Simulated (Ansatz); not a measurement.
## From Cu to Au: the HOMO–LUMO gap

One atom is swapped for its congeners: Cu(OH)(PF3); Ag(OH)(PF3); Au(OH)(PF3). All are singlets with charge 0.

Shapes, held fixed at every level: PBE0-D4/def2-TZVP. Flexible molecules stand in one conformer, not always the lowest. Programs: Ansatz 0.2.0. Values in eV.

```json
{"level": "r2SCAN-D4/def2-TZVPP", "Cu(OH)(PF3)": "3.72", "Ag(OH)(PF3)": "3.68", "Au(OH)(PF3)": "4.54"}
{"level": "B3LYP-D4/def2-TZVPP", "Cu(OH)(PF3)": "5.07", "Ag(OH)(PF3)": "4.96", "Au(OH)(PF3)": "5.77"}
{"level": "PBE0-D4/def2-TZVPP", "Cu(OH)(PF3)": "5.51", "Ag(OH)(PF3)": "5.39", "Au(OH)(PF3)": "6.24"}
{"level": "r2SCAN0-D4/def2-TZVPP", "Cu(OH)(PF3)": "5.79", "Ag(OH)(PF3)": "5.70", "Au(OH)(PF3)": "6.58"}
{"level": "wB97X-V/def2-TZVPP", "Cu(OH)(PF3)": "10.10", "Ag(OH)(PF3)": "9.75", "Au(OH)(PF3)": "10.49"}
{"level": "wB97M-V/def2-TZVPP", "Cu(OH)(PF3)": "9.93", "Ag(OH)(PF3)": "9.50", "Au(OH)(PF3)": "10.23"}
```

At wB97M-V/def2-TZVPP the HOMO–LUMO gap isn't monotonic: it is largest for Au and smallest for Ag (10.23 and 9.50 eV). Every level shows the same order. For atoms past krypton def2 sets carry core potentials with scalar relativity. Orbital gaps aren't excitation energies, and the LUMO depends on the basis.

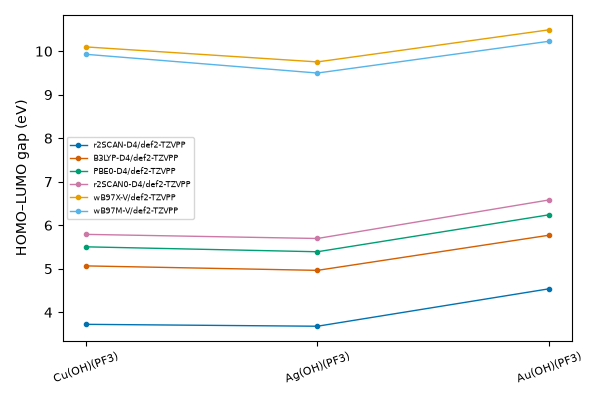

The trend along the series, level by level.
